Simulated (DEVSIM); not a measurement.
Structure: Cr/SiO2/n-GaAs capacitor, at 300 K.

```
layer (left to right)  material  thickness (nm)  Nd (cm⁻³)
---------------------  --------  --------------  ---------
1                          SiO2            1.00          -
2                          GaAs            7100     8.3e15
```

Metal gate on the left, work function 4.5 eV. Fixed charge at the semiconductor interface 0 cm⁻² (in units of +e); no interface traps.

Constants are typed, rounded textbook-type inputs, not results; the design itself was drawn at random and stands for no fabricated device. Values at 300 K.

```
parameter      SiO2    GaAs
-------------  ----  ------
gap (eV)          9   1.424
affinity (eV)   0.9    4.07
permittivity    3.9    12.9
Nc (cm⁻³)         -  4.7e17
Nv (cm⁻³)         -    9e18
```

DEVSIM, 1D Poisson equation in equilibrium, Boltzmann statistics, complete ionisation; no quantum confinement or tunnelling. Metal contacts follow the ideal Schottky-Mott rule: no Fermi-level pinning, no interface dipoles.

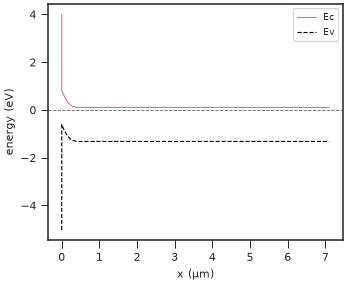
*Band edges at -0.4 V on the gate*

Energies count from the Fermi level of the right contact; mesh points crowd at the junctions.

| x (μm) | Ec (eV) | Ev (eV) | n (cm⁻³) | p (cm⁻³) | field (V/cm) |
|---|---|---|---|---|---|
| 0.000 | 4.000 | -5.000 | < 1e2 | < 1e2 | -130000 |
| 0.0005526 | 3.993 | -5.007 | < 1e2 | < 1e2 | -130000 |
| 0.001311 | 0.816 | -0.608 | 9300 | 5.4e8 | -40000 |
| 0.002940 | 0.809 | -0.615 | 12000 | 4.2e8 | -40000 |
| 0.008124 | 0.789 | -0.635 | 26000 | 1.9e8 | -39000 |
| 0.01790 | 0.751 | -0.673 | 110000 | 4.4e7 | -38000 |
| 0.03791 | 0.677 | -0.747 | 2000000 | 2600000 | -36000 |
| 0.1051 | 0.464 | -0.960 | 7.6e9 | 670 | -28000 |
| 0.2216 | 0.218 | -1.206 | 1.0e14 | < 1e2 | -14000 |
| 0.4673 | 0.106 | -1.318 | 7.9e15 | < 1e2 | -270 |
| 0.9851 | 0.104 | -1.320 | 8.3e15 | < 1e2 | ≈ 0 |
| 2.723 | 0.104 | -1.320 | 8.3e15 | < 1e2 | ≈ 0 |
| 4.893 | 0.104 | -1.320 | 8.3e15 | < 1e2 | ≈ 0 |
| 6.089 | 0.104 | -1.320 | 8.3e15 | < 1e2 | ≈ 0 |
| 6.723 | 0.104 | -1.320 | 8.3e15 | < 1e2 | ≈ 0 |
| 6.928 | 0.104 | -1.320 | 8.3e15 | < 1e2 | ≈ 0 |
| 7.020 | 0.104 | -1.320 | 8.3e15 | < 1e2 | ≈ 0 |
| 7.063 | 0.104 | -1.320 | 8.3e15 | < 1e2 | ≈ 0 |
| 7.088 | 0.104 | -1.320 | 8.3e15 | < 1e2 | ≈ 0 |
| 7.095 | 0.104 | -1.320 | 8.3e15 | < 1e2 | ≈ 0 |
| 7.099 | 0.104 | -1.320 | 8.3e15 | < 1e2 | ≈ 0 |
| 7.101 | 0.104 | -1.320 | 8.3e15 | < 1e2 | ≈ 0 |
